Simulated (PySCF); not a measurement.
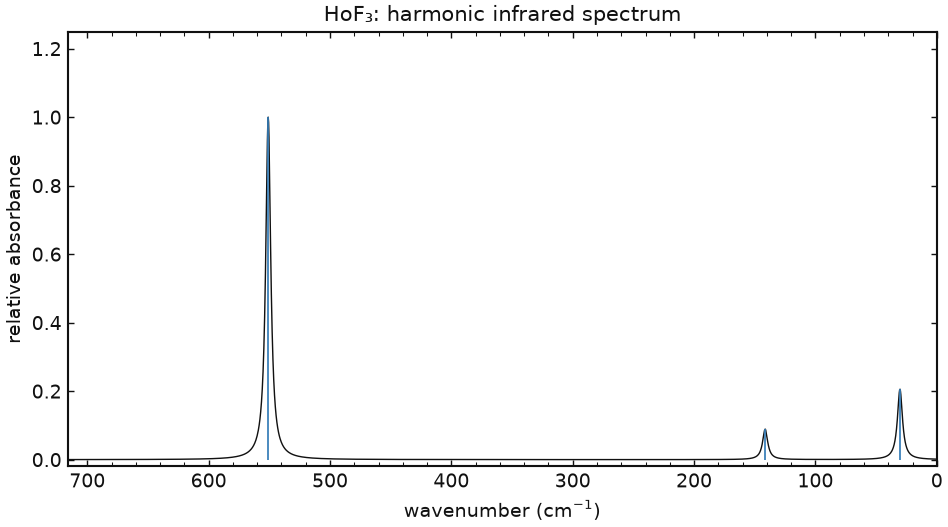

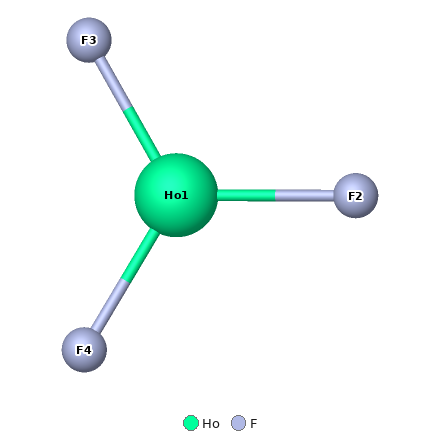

Infrared spectrum of HoF₃, singlet (point group D3h). Unscaled harmonic wavenumbers and double-harmonic intensities, PBE0/lcecp-1/def2-TZVP (ECP) with PySCF 2.14.0, isolated molecule. The structure is the lowest point that the starts tried gave, with the shape that electron-pair counting expects. Degenerate modes count as one line, with their intensities summed. Lorentzian lines of 5 cm⁻¹ full width. Close modes add up in the curve.

Q: Which modes are missing from the spectrum (below 0.05 km/mol)?

A: 570.5 cm⁻¹ (a1').

Q: List the modes.

A:
| cm⁻¹ | km/mol | symmetry |
| --- | --- | --- |
| 30.4 | 81.4 | a2'' |
| 141.4 | 35.2 | e' (×2) |
| 550.9 | 395.6 | e' (×2) |
| 570.5 | 0.0 | a1' |

Known limits of this run: 4f shell held in the core potential, spin of the 4f shell not counted; spin-orbit coupling is left out, and with Ho it can shift these values.
